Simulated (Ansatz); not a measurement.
# Calculations on CH8SSi

**1. Relaxation**

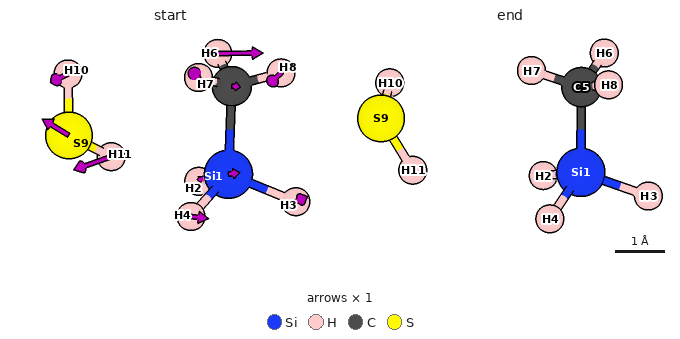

The structure of CH₈SSi before (left) and after (right) a relaxation, at one scale. The purple arrows give the displacements, at their true length.

A ball-and-stick model, seen at a tilt.

The run prepares an end point of a later path (reaction) calculation, from a guessed geometry.

All numbers below come from Ansatz, RKS PBE0/6-31G*.

The input:
```yaml
crystal:
  periodic: [false, false, false]
  atoms:
    - { symbol: Si, position_ang: [0.19126, -0.089299, -0.055744] }
    - { symbol: H, position_ang: [-0.005092, -0.058965, 1.404976] }
    - { symbol: H, position_ang: [1.667749, -0.128332, -0.281877] }
    - { symbol: H, position_ang: [-0.311849, 1.201742, -0.598016] }
    - { symbol: C, position_ang: [-0.631719, -1.594958, -0.843049] }
    - { symbol: H, position_ang: [-0.99955, -2.286519, -0.082859] }
    - { symbol: H, position_ang: [-1.481261, -1.293463, -1.454914] }
    - { symbol: H, position_ang: [0.075078, -2.137368, -1.473629] }
    - { symbol: S, position_ang: [-2.979233, 0.369407, 0.992183] }
    - { symbol: H, position_ang: [-3.431861, -0.869462, 1.282873] }
    - { symbol: H, position_ang: [-1.827121, 0.194415, 1.725955] }
basis:
  gaussian: { orbitals: "6-31G*" }
hamiltonian:
  xc: pbe0
relax:
  f_tol: 0.03
  max_steps: 50
```

Command:
```bash
ansatz run input.yaml --threads 1 --pin off --max-ram 2048MiB --backend cpu --events-out ev --progress --plain --runs-dir out
```

What changed between the two?

The energy falls by 0.217 eV in 18 accepted moves (21 points after the start). The largest force component goes from 0.81 to 0.012 eV/Å. The line search rejected the trial steps at points 4, 13, 18 of the run. The forces were under the threshold at step 9, but the run went on from there. The largest move after the best rigid fit is that of H11, 1.00 Å. By element the largest moves are H 1.00 Å, S 0.68 Å, Si 0.27 Å, C 0.21 Å. Among the contacts that change: S9–H11 1.377 → 1.346 Å, Si1–H2 1.474 → 1.494 Å, Si1–C5 1.888 → 1.880 Å, S9–H10 1.351 → 1.346 Å. Groups turn about Si1–C5 by about 50°.

**2. Relaxation**

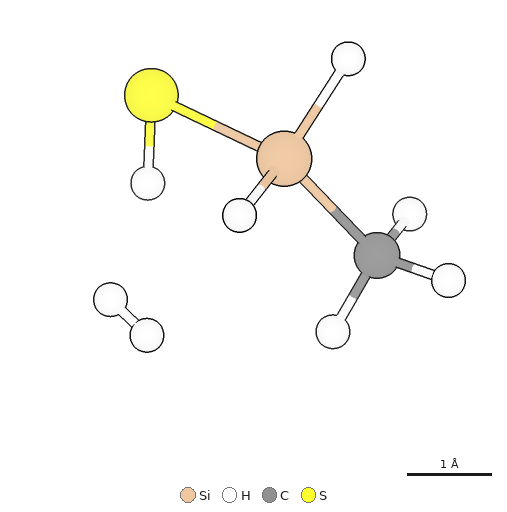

This is the input geometry for a relaxation of CH₈SSi. A ball-and-stick model, seen at a tilt.

The run prepares an end point of a later path (reaction) calculation, from a guessed geometry.

Computed with Ansatz 0.2.0, RKS PBE0/6-31G*.

Input
```yaml
crystal:
  periodic: [false, false, false]
  atoms:
    - { symbol: Si, position_ang: [-0.594358, 0.187563, -0.420699] }
    - { symbol: H, position_ang: [-0.246626, -0.789753, 2.040702] }
    - { symbol: H, position_ang: [0.623102, 0.444821, 0.395039] }
    - { symbol: H, position_ang: [-0.469006, 0.994814, -1.666064] }
    - { symbol: C, position_ang: [-0.754064, -1.636683, -0.832688] }
    - { symbol: H, position_ang: [-0.796147, -2.258611, 0.069054] }
    - { symbol: H, position_ang: [-1.652443, -1.830743, -1.428824] }
    - { symbol: H, position_ang: [0.115871, -1.954502, -1.417696] }
    - { symbol: S, position_ang: [-2.384858, 0.885689, 0.566425] }
    - { symbol: H, position_ang: [-2.733856, -0.296245, 1.106915] }
    - { symbol: H, position_ang: [-0.841215, -0.43915, 2.203735] }
basis:
  gaussian: { orbitals: "6-31G*" }
hamiltonian:
  xc: pbe0
relax:
  f_tol: 0.03
  max_steps: 50
```

Launched with:
```bash
ansatz run input.yaml --threads 1 --pin off --max-ram 2048MiB --backend cpu --events-out ev --progress --plain --runs-dir out
```

### Where does the relaxation end?

The atom that moves furthest after the best rigid fit is H11 (0.99 Å). Largest moves by element: H 0.99 Å, S 0.45 Å, Si 0.29 Å, C 0.23 Å. Some distances before and after: H2–H11 0.709 → 0.745 Å, Si1–S9 2.160 → 2.153 Å. Among the angles between lasting bonds that change: C5–Si1–S9 110.1° → 112.7°, H4–Si1–S9 106.1° → 103.5°. Groups turn about Si1–S9 by about 35°. The energy falls by 5.96 kcal/mol in 8 accepted moves (9 points after the start). Largest force component: 1.3 eV/Å at the start, 0.023 eV/Å at the end. The line search rejected the trial step at point 5 of the run.

Final geometry:

```xyz
11

Si   -0.7158    0.1836   -0.6842
H    -0.2214   -1.0987    2.9100
H     0.4135    0.5019    0.2358
H    -0.5732    0.9896   -1.9263
C    -0.7349   -1.6532   -1.0655
H    -0.8615   -2.2499   -0.1554
H    -1.5548   -1.8964   -1.7481
H     0.2082   -1.9542   -1.5369
S    -2.5723    0.8775    0.1564
H    -2.5221    0.1157    1.2685
H    -0.5995   -0.5087    3.1617
```

After the run, drawn alike:

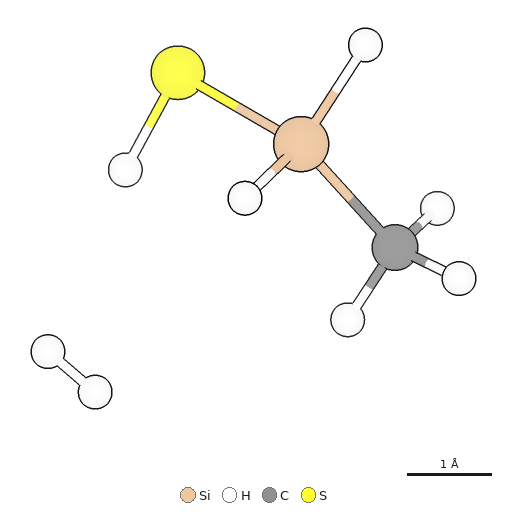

**3. Path**

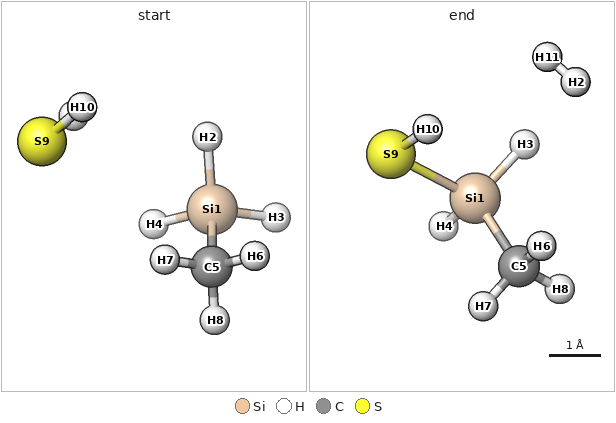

The two relaxed end points of a path for CH8SSi, made up at the start of CH6Si and H2S. The picture is a ball-and-stick view, seen from a free direction.

These are results of RKS PBE0/6-31G* in Ansatz, not measurements.

Set-up: 9 movable images; climbing image; force threshold 0.05 eV/Å; iteration limit 40.

Start:
```xyz
11

Si    0.4123   -0.2275   -0.0598
H     0.0294   -0.1964    1.3845
H     1.8957   -0.3698   -0.1291
H     0.0472    1.0927   -0.6507
C    -0.4557   -1.6342   -0.9544
H    -0.1857   -2.6030   -0.5208
H    -1.5422   -1.5159   -0.8827
H    -0.1828   -1.6506   -2.0149
S    -3.6552    0.2707    1.0322
H    -3.5677   -0.7197    1.9388
H    -2.5290    0.8610    1.4728
```

End:
```xyz
11

Si   -0.7137    0.1840   -0.6832
H    -0.4202   -1.0118    2.9624
H     0.3121    0.5957    0.3174
H    -0.5295    0.9820   -1.9250
C    -0.5707   -1.6541   -1.0302
H    -0.7272   -2.2465   -0.1219
H    -1.3134   -1.9652   -1.7711
H     0.4264   -1.8917   -1.4195
S    -2.6769    0.7520   -0.0060
H    -2.6620    0.0104    1.1207
H    -0.8585   -0.4476    3.1722
```

Q: What barrier does the band find between them, and by what path?

A: The energy climbs by 2.24 eV to image 4 and then falls by 2.60 eV, so the end point sits at −0.36 eV. Breaking: S9–H11 (1.35 → 1.78 at the top → 3.85 Å), Si1–H2 (1.49 → 1.73 at the top → 3.85 Å). Forming: H2–H11 (2.77 → 0.92 at the top → 0.74 Å), Si1–S9 (4.24 → 2.55 at the top → 2.15 Å). The band converged in 30 iterations. The largest component of the band force went from 35 to 0.032 eV/Å. The climbing image converged on the top of the path. Its vibrational analysis gives one imaginary mode (1220i cm⁻¹), as a transition state must have.

Energies of the converged images:

| image | path (Å) | E (eV) |
| --- | --- | --- |
| 0 | 0.00 | 0.000 |
| 1 | 0.82 | 0.011 |
| 2 | 1.65 | 0.083 |
| 3 | 2.47 | 0.606 |
| 4 | 3.30 | 2.239 |
| 5 | 4.21 | 0.806 |
| 6 | 5.12 | -0.135 |
| 7 | 6.03 | -0.348 |
| 8 | 6.94 | -0.361 |
| 9 | 7.85 | -0.360 |
| 10 | 8.76 | -0.360 |

The geometry at the top of the path:

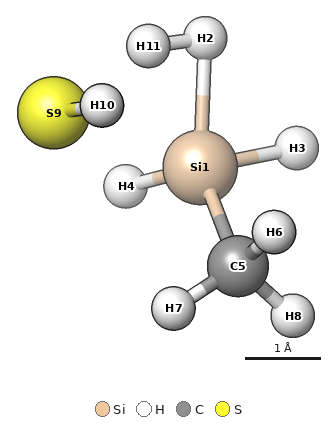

Limits of the set-up: the start holds two separate molecules, 2.8 Å apart at their closest, whose relative position is a soft coordinate and is computed without a dispersion correction.

Cost: 15 min on 1 thread of Arm Neoverse V1 (shared host), peak memory 0.14 GiB.
